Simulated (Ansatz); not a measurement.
**SiCNClF2 (SMILES N#C[Si](F)(F)Cl): HF/3-21G**

What is the energy change on altering one bond length of SiCNClF2 at HF/3-21G? 

Program for the calculation: Ansatz 0.2.0.

134 further runs of the same task are left out: 4 that didn't finish, 130 set aside as unsound or not needed. Runs told in other sessions of the task aren't counted.

### 1 The structure to begin with

SiCNClF2: 6 atoms, total charge 0, spin state singlet. SMILES: `N#C[Si](F)(F)Cl`. The shape is that of a PBE0-D4/def2-TZVP optimisation.

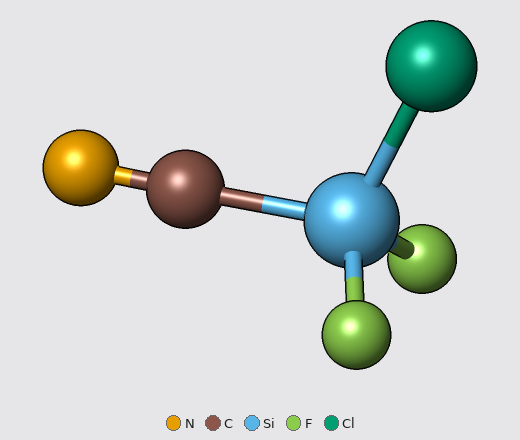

The structure, seen from a chosen angle (nitrogen amber, carbon brown, silicon blue, fluorine green, chlorine teal).

### 2 The energy at HF/3-21G

The input, molecule.yaml:

```yaml
crystal:
  periodic: [false, false, false]
  atoms:
    - {symbol: "N", position_ang: [1.925400, -1.092200, 1.077400]}
    - {symbol: C, position_ang: [1.030100, -0.609300, 0.540000]}
    - {symbol: Si, position_ang: [-0.394400, 0.176700, -0.290300]}
    - {symbol: F, position_ang: [-1.487900, -0.920300, -0.527700]}
    - {symbol: F, position_ang: [0.087600, 0.719200, -1.679000]}
    - {symbol: Cl, position_ang: [-1.118900, 1.661900, 0.833400]}
basis:
  gaussian: {orbitals: 3-21G.json}
hamiltonian: {xc: hf}
accuracy: high
output: {orbitals: {seedname: orbitals}}
```

The basis set 3-21G is read from a file made from the Basis Set Exchange's data (not shown).

Command:

```bash
$ ansatz run molecule.yaml --threads 1 --pin off --max-ram 3480MiB --events-out events.jsonl --progress --plain --runs-dir runs
```

The log of the run:

```text
Warning: RAYON_NUM_THREADS=1 ignored (pool sized by the plan → 1); use --threads N
Functional definition: HF
  name "HF"
  exchange = exact_x
  correlation = 0
1371 factors; integrals over basis functions are off by at most 5.9e-9 eV
mean field evaluation 1: about -28145.3118 eV, gradient 4.0e1 eV
mean field evaluation 2: about -28145.6609 eV, gradient 4.1e1 eV
mean field evaluation 4: about -28149.3251 eV, gradient 4.3e0 eV
mean field evaluation 8: about -28149.3944 eV, gradient 4.2e-1 eV
mean field evaluation 16: about -28149.3951 eV, gradient 1.9e-8 eV
mean field -28149.39509043 eV, -1034.4711892280 hartree, gradient 2.3e-8 eV, S^2 0.000000; 0 other end points of the search recorded, 0 dependent functions left out
reference -28149.39509043 eV, -1034.4711892280 hartree; 31, 31 occupied and 31, 31 virtual orbitals, 1371 factors
Total energy: -28149.39509043 eV, -1034.4711892280 hartree
```

It took 1.2 s on 1 thread of Arm Neoverse V1, shared host; peak memory 0.15 GiB.

### 3 The distorted shape

The input, run.yaml:

```yaml
crystal:
  periodic: [false, false, false]
  atoms:
    - symbol: N
      position_ang: [1.539796, -1.526205, 2.188372]
    - symbol: C
      position_ang: [0.644496, -1.043305, 1.650972]
    - symbol: Si
      position_ang: [-0.780004, -0.257305, 0.820672]
    - symbol: F
      position_ang: [-1.873504, -1.354305, 0.583272]
    - symbol: F
      position_ang: [0.087600, 0.719200, -1.679000]
    - symbol: Cl
      position_ang: [-1.504504, 1.227895, 1.944372]
basis:
  gaussian:
    orbitals: 3-21G.json
hamiltonian:
  xc: hf
accuracy: high
output: {orbitals: {seedname: orbitals}}
```

The basis set 3-21G is read from a file made from the Basis Set Exchange's data (not shown).

Command:

```bash
$ ansatz run run.yaml --threads 1 --pin off --max-ram 3480MiB --events-out events.jsonl --progress --plain --runs-dir runs
```

The log of the run:

```text
Warning: RAYON_NUM_THREADS=1 ignored (pool sized by the plan → 1); use --threads N
[... 4 set-up lines as earlier in the session ...]
1322 factors; integrals over basis functions are off by at most 4.0e-8 eV
mean field evaluation 1: about -28134.9876 eV, gradient 5.2e1 eV
mean field evaluation 2: about -28135.2756 eV, gradient 5.3e1 eV
mean field evaluation 4: about -28142.4082 eV, gradient 8.1e0 eV
mean field evaluation 8: about -28142.6396 eV, gradient 1.1e0 eV
mean field evaluation 16: about -28142.6646 eV, gradient 4.8e-6 eV
mean field -28142.66455665 eV, -1034.2238466739 hartree, gradient 1.8e-8 eV, S^2 0.000000; 0 other end points of the search recorded, 0 dependent functions left out
reference -28142.66455665 eV, -1034.2238466739 hartree; 31, 31 occupied and 31, 31 virtual orbitals, 1322 factors
Total energy: -28142.66455665 eV, -1034.2238466739 hartree
```

Run time: 1.2 s. Hardware: 1 thread of Arm Neoverse V1, shared host; peak memory 0.15 GiB.

### 4 Outcome

At HF/3-21G:

| quantity | value |
| --- | --- |
| first shape: total energy | -1034.47119 Eh |
| first shape: HOMO energy | -14.12 eV |
| first shape: LUMO energy | 2.77 eV |
| first shape: HOMO–LUMO gap | 16.89 eV |
| distorted shape: total energy | -1034.22385 Eh |
| distorted shape: HOMO energy | -11.43 eV |
| distorted shape: LUMO energy | -2.00 eV |
| distorted shape: HOMO–LUMO gap | 9.43 eV |
| energy change with the Si3–F5 bond stretched from 1.567 to 2.820 Å | 6.731 eV |

One bond (distorted shape) is far stretched, which a spin-restricted single reference describes badly; a broken-symmetry solution may lie lower. With the Si3–F5 bond stretched from 1.567 to 2.820 Å the energy rises by 6.73 eV (649 kJ/mol). The first shape isn't relaxed at this level, so the change isn't measured from a minimum. A restricted reference can't describe the breaking bond well at this length.
